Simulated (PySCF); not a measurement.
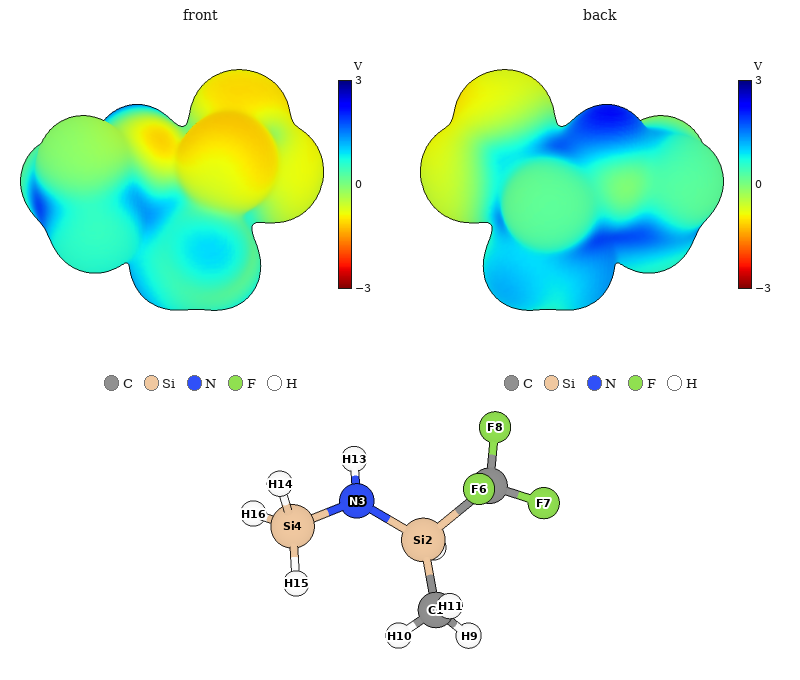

The picture shows: C₂H₈F₃NSi₂. The electrostatic potential painted on the density surface at 0.002 e/bohr³, seen from the front and from behind; the colour scale runs from red (negative) to blue (positive). The bare structure is drawn below in the same view.

Geometry: GFN2-xTB, MD frame at 250 fs, 600 K.

The calculation used PBE0/pcSseg-1, SCF density, gas phase, non-relativistic in PySCF.

```xyz
16

C    -1.2827   -2.1590    0.9926
Si   -1.1075   -0.3657    1.3021
N     0.3668    0.4762    0.7214
Si    1.8833   -0.2159    0.1891
C    -2.6725    0.5203    0.2952
F    -2.3936    0.0486   -0.9915
F    -3.8898    0.1126    0.5575
F    -2.8802    1.8575    0.1254
H    -2.0093   -2.5765    1.7514
H    -0.4003   -2.6448    1.2298
H    -1.5731   -2.4243   -0.0726
H    -1.3627   -0.1035    2.7404
H     0.3588    1.5856    1.0484
H     2.1475    0.3960   -1.1504
H     1.8975   -1.6799   -0.1007
H     2.7361    0.4484    1.1419
```

Question: Describe the electrostatic potential map.

Answer: The most negative region (about −1.1 V, or −25 kcal/mol for a unit charge) lies over F6, the most positive (about +2.1 V, or +48 kcal/mol for a unit charge) over H13.
